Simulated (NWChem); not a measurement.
# [C2H5P2]− (SMILES C=C[P-]P): levels of theory compared

Aim: a comparison of 4 runs (HF/STO-3G, HF/3-21G, B3LYP/6-31G*) of [C2H5P2]−. 

Program for the calculation: NWChem 7.3.0.

**1. The molecule**

The species is [C2H5P2]− (9 atoms), meant as a singlet with charge -1. As SMILES, `C=C[P-]P`. The shape is that of a GFN2-xTB optimisation. This is one conformer, not always the lowest.

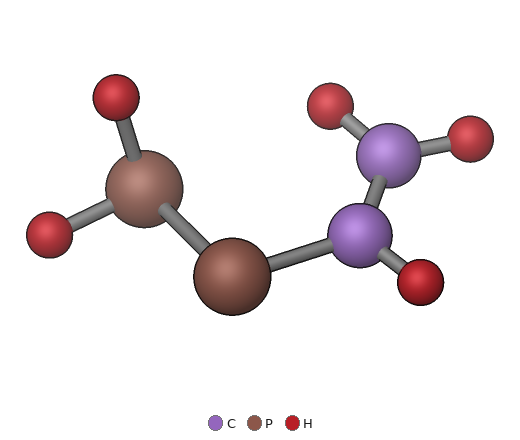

The structure, seen from a chosen angle (carbon purple, phosphorus brown, hydrogen red).

**2. Energy and forces at HF/STO-3G (run 1)**

File run.py:

```python
from ase import Atoms
from ase.calculators.nwchem import NWChem

molecule = Atoms(['C', 'C', 'P', 'P', 'H', 'H', 'H', 'H', 'H'], positions=[
    [-0.093960, 1.157880, -0.959810],
    [1.006580, 0.588150, -0.456070],
    [1.148590, -0.743430, 0.701430],
    [-0.856080, -1.437690, 0.638570],
    [-0.046830, 1.966840, -1.677990],
    [-1.078140, 0.800830, -0.684790],
    [1.981370, 0.990060, -0.729640],
    [-0.598060, -2.536620, 1.441730],
    [-1.463470, -0.786020, 1.726560],
])

calc = NWChem(
    label='c2h5p2',
    theory='scf',
    memory='2200 mb',
    basis='STO-3G',
    basispar='spherical bse',
    charge=-1,
    scf={'nopen': '0', 'rhf': None, 'thresh': '1e-08', 'maxiter': '80'},
)
molecule.calc = calc

forces = molecule.get_forces()
print(f"energy = {molecule.get_potential_energy():.6f} eV")
print("forces (eV/A):")
for s, f in zip(molecule.symbols, forces):
    print(f"{s:2s} {f[0]:10.5f} {f[1]:10.5f} {f[2]:10.5f}")
print("dipole (e A):", molecule.get_dipole_moment().round(4))
```

On the command line:

```
$ export ASE_NWCHEM_COMMAND="nwchem PREFIX.nwi > PREFIX.nwo"
$ python run.py
```

Output:

```text
energy = -20444.325709 eV
forces (eV/A):
C     0.77616    0.23536   -0.22795
C    -0.71472   -0.66556    0.66705
P     1.23475    0.50707   -0.16172
P    -1.10213   -0.45375    0.76182
H    -0.24801   -0.09431    0.12357
H     0.22852    0.28745   -0.32586
H    -0.19756    0.38618   -0.30766
H    -0.14419   -0.18003   -0.15884
H     0.16722   -0.02237   -0.37039
dipole (e A): [-0.3135  0.3651 -0.2148]
```

The calculator wrote c2h5p2.nwi:

```
title "c2h5p2"

permanent_dir c2h5p2

scratch_dir c2h5p2

start c2h5p2

geometry units angstrom nocenter noautosym noautoz
  C  -9.3960000000000002e-02 1.1578800000000000e+00 -9.5981000000000005e-01
  C  1.0065800000000000e+00 5.8814999999999995e-01 -4.5606999999999998e-01
  P  1.1485900000000000e+00 -7.4343000000000004e-01 7.0143000000000000e-01
  P  -8.5607999999999995e-01 -1.4376899999999999e+00 6.3856999999999997e-01
  H  -4.6829999999999997e-02 1.9668399999999999e+00 -1.6779900000000001e+00
  H  -1.0781400000000001e+00 8.0083000000000004e-01 -6.8479000000000001e-01
  H  1.9813700000000001e+00 9.9006000000000005e-01 -7.2963999999999996e-01
  H  -5.9806000000000004e-01 -2.5366200000000001e+00 1.4417300000000000e+00
  H  -1.4634700000000000e+00 -7.8602000000000005e-01 1.7265600000000001e+00
end

charge -1

memory 2200 mb

basis spherical bse noprint
   * library STO-3G
end

scf
  nopen 0
  rhf
  thresh 1e-08
  maxiter 80
end

task scf gradient
```

c2h5p2.nwo:

```text
Northwest Computational Chemistry Package (NWChem) 7.3.0
             --------------------------------------------------------

           Job information
           ---------------

    nwchem branch   = 7.3.0
    use scalapack   = T
    input           = c2h5p2.nwi
    prefix          = c2h5p2.
    data base       = c2h5p2/c2h5p2.db
    status          = startup
    nproc           =        1

           Memory information
           ------------------

[... 5 lines left out ...]
    hardfail = no
[... 133 lines left out ...]
         Quadratically convergent ROHF
[... 14 lines left out ...]
       Final RHF  results
[... 4 lines left out ...]
      Two-electron energy =    499.511216484379
[... 42 lines left out ...]
                       ROHF Final Molecular Orbital Analysis
[... 221 lines left out ...]
                 ----------------------------------------
                 |  Time  |  1-e(secs)   |  2-e(secs)   |
                 ----------------------------------------
                 |  CPU   |       0.00   |       0.26   |
                 ----------------------------------------
                 |  WALL  |       0.00   |       0.26   |
                 ----------------------------------------

 Task  times  cpu:        2.3s     wall:        2.3s
 Total times  cpu:        2.4s     wall:        2.4s
```

Run time: 3.3 s. Hardware: 1 thread of Intel Xeon Platinum 8488C (Sapphire Rapids), shared host; peak memory 0.1 GiB.

**3. Energy and forces at HF/3-21G (run 2)**

File sp.xyz:

```xyz
9
C2H5P2 gradient
C     -0.093960     1.157880    -0.959810
C      1.006580     0.588150    -0.456070
P      1.148590    -0.743430     0.701430
P     -0.856080    -1.437690     0.638570
H     -0.046830     1.966840    -1.677990
H     -1.078140     0.800830    -0.684790
H      1.981370     0.990060    -0.729640
H     -0.598060    -2.536620     1.441730
H     -1.463470    -0.786020     1.726560
```

File sp.nw:

```
start sp
title "C2H5P2 gradient"
memory 2200 mb
charge -1
geometry units angstrom noautosym nocenter noautoz
 load sp.xyz
end
basis spherical bse
 * library 3-21G
end
scf
 thresh 1e-08
 maxiter 80
end
task scf gradient
```

On the command line:

```
$ nwchem sp.nw > sp.out
```

Output:

```text
[...]
  functions       =    54
[...]
  wavefunction    = RHF
[...]
         Total SCF energy =   -756.145648143700
      One-electron energy =  -1443.820328945935
      Two-electron energy =    491.808667293422
 Nuclear repulsion energy =    195.866013508814
        Time for solution =      2.3s
[...]
                         RHF ENERGY GRADIENTS
    atom               coordinates                        gradient
                 x          y          z           x          y          z
   1 C      -0.177559   2.188076  -1.813778   -0.005909  -0.003050   0.003882
   2 C       1.902160   1.111442  -0.861847    0.005593  -0.032723   0.022899
   3 P       2.170520  -1.404879   1.325511   -0.067778   0.007605  -0.022061
   4 P      -1.617757  -2.716840   1.206722    0.053480   0.019452   0.007377
   5 H      -0.088496   3.716789  -3.170941    0.000973   0.002579  -0.002761
   6 H      -2.037389   1.513349  -1.294065   -0.005149  -0.005100   0.004145
   7 H       3.744246   1.870942  -1.378820    0.007210  -0.000497   0.001912
   8 H      -1.130170  -4.793517   2.724475    0.000039   0.022019  -0.007703
   9 H      -2.765557  -1.485362   3.262725    0.011540  -0.010285  -0.007692
[...]
```

Wall time 3.3 s (1 thread of Intel Xeon Platinum 8488C (Sapphire Rapids), shared host); peak memory 0.1 GiB.

Run 3 isn't shown in full; the table further down has it.

**4. Energy and forces at B3LYP/6-31G(d) (Cartesian functions) (run 4)**

File run.py:

```python
from ase import Atoms
from ase.calculators.nwchem import NWChem

atoms = Atoms(['C', 'C', 'P', 'P', 'H', 'H', 'H', 'H', 'H'], positions=[
    [-0.093960, 1.157880, -0.959810],
    [1.006580, 0.588150, -0.456070],
    [1.148590, -0.743430, 0.701430],
    [-0.856080, -1.437690, 0.638570],
    [-0.046830, 1.966840, -1.677990],
    [-1.078140, 0.800830, -0.684790],
    [1.981370, 0.990060, -0.729640],
    [-0.598060, -2.536620, 1.441730],
    [-1.463470, -0.786020, 1.726560],
])

calc = NWChem(
    label='c2h5p2',
    theory='dft',
    memory='2200 mb',
    basis='6-31G*',
    charge=-1,
    dft={'xc': 'b3lyp', 'mult': '1', 'grid': 'xfine', 'convergence': 'energy 1e-08', 'iterations': '100', 'mulliken': None},
)
atoms.calc = calc

forces = atoms.get_forces()
print(f"energy = {atoms.get_potential_energy():.6f} eV")
print("forces (eV/A):")
for s, f in zip(atoms.symbols, forces):
    print(f"{s:2s} {f[0]:10.5f} {f[1]:10.5f} {f[2]:10.5f}")
print("dipole (e A):", atoms.get_dipole_moment().round(4))
```

On the command line:

```
$ export ASE_NWCHEM_COMMAND="nwchem PREFIX.nwi > PREFIX.nwo"
$ python run.py
```

Output:

```text
energy = -20732.377341 eV
forces (eV/A):
C    -0.40752    0.60426   -0.48424
C     0.36787   -0.02422    0.15658
P     1.72079   -0.31429    0.47761
P    -0.94941   -0.21690   -0.80897
H    -0.05065    0.22672   -0.24220
H    -0.24317    0.08114   -0.05389
H     0.15051    0.21129   -0.18954
H     0.05749   -0.98036    0.54374
H    -0.64596    0.41240    0.60102
dipole (e A): [-0.4417  0.5715 -0.2836]
```

The calculator wrote c2h5p2.nwi:

```
title "c2h5p2"

permanent_dir c2h5p2

scratch_dir c2h5p2

start c2h5p2

geometry units angstrom nocenter noautosym noautoz
  C  -9.3960000000000002e-02 1.1578800000000000e+00 -9.5981000000000005e-01
  C  1.0065800000000000e+00 5.8814999999999995e-01 -4.5606999999999998e-01
  P  1.1485900000000000e+00 -7.4343000000000004e-01 7.0143000000000000e-01
  P  -8.5607999999999995e-01 -1.4376899999999999e+00 6.3856999999999997e-01
  H  -4.6829999999999997e-02 1.9668399999999999e+00 -1.6779900000000001e+00
  H  -1.0781400000000001e+00 8.0083000000000004e-01 -6.8479000000000001e-01
  H  1.9813700000000001e+00 9.9006000000000005e-01 -7.2963999999999996e-01
  H  -5.9806000000000004e-01 -2.5366200000000001e+00 1.4417300000000000e+00
  H  -1.4634700000000000e+00 -7.8602000000000005e-01 1.7265600000000001e+00
end

charge -1

memory 2200 mb

basis noprint
   * library 6-31G*
end

dft
  xc b3lyp
  mult 1
  grid xfine
  convergence energy 1e-08
  iterations 100
  mulliken
end

task dft gradient
```

c2h5p2.nwo:

```text
Northwest Computational Chemistry Package (NWChem) 7.3.0
             --------------------------------------------------------

           Job information
           ---------------

    nwchem branch   = 7.3.0
    use scalapack   = T
    input           = c2h5p2.nwi
    prefix          = c2h5p2.
    data base       = c2h5p2/c2h5p2.db
    status          = startup
    nproc           =        1

           Memory information
           ------------------

[... 5 lines left out ...]
    hardfail = no
[... 102 lines left out ...]
  convergence criterion.
[... 42 lines left out ...]
          Spatial weights used:  Erf1
[... 34 lines left out ...]
 1-e energy   =   -1466.394977
[... 49 lines left out ...]
           Coulomb energy =      550.978462599014
[... 615 lines left out ...]
          Convergence on density requested:  1.00D-05
[... 28 lines left out ...]
          total energy or number of iterations.
[... 36 lines left out ...]
                 ----------------------------------------
                 |  Time  |  1-e(secs)   |  2-e(secs)   |
                 ----------------------------------------
                 |  CPU   |       0.01   |       2.11   |
                 ----------------------------------------
                 |  WALL  |       0.01   |       2.11   |
                 ----------------------------------------

 Task  times  cpu:       40.6s     wall:       40.6s
 Total times  cpu:       40.6s     wall:       40.6s
```

It took 42 s on 1 thread of Intel Xeon Platinum 8488C (Sapphire Rapids), shared host; peak memory 0.15 GiB.

**5. Overview of the runs**

| run | level | iteration cap | module | energy (Eh) | HOMO energy (eV) | LUMO energy (eV) | HOMO–LUMO gap (eV) | wall time |
| --- | --- | --- | --- | --- | --- | --- | --- | --- |
| 1 | HF/STO-3G | 80 | scf | -751.315118 | 3.39 | 15.68 | 12.29 | 3.3 s |
| 2 | HF/3-21G | 80 | scf | -756.145648 | -1.24 | 9.63 | 10.87 | 3.3 s |
| 3 | B3LYP/6-31G* (spherical functions) | 100 | dft | -761.894325 | 1.02 | 5.64 | 4.63 | 37 s |
| 4 | B3LYP/6-31G* (Cartesian functions) | 100 | dft | -761.900821 | 1.02 | 5.64 | 4.63 | 42 s |

**6. Summary of results**

```
                                                    quantity          value
                                         run 4: total energy  -761.90082 Eh
                                          run 4: HOMO energy        1.02 eV
                                          run 4: LUMO energy        5.64 eV
run 4: HOMO–LUMO gap (to an unbound level, set by the basis)        4.63 eV
                             run 4: largest force on an atom     1.813 eV/Å
```

The HOMO–LUMO gap runs from 4.63 eV (B3LYP/6-31G*) to 12.29 eV (HF/STO-3G). The two ends differ in method and basis. The empty levels of an anion lie above zero and hang on the basis. In runs 1, 3, 4 the HOMO lies above zero, so the outermost electron may be held by the basis alone. In run 1 the basis is minimal, so the values are rough. All runs together took 86 s, the longest 42 s.
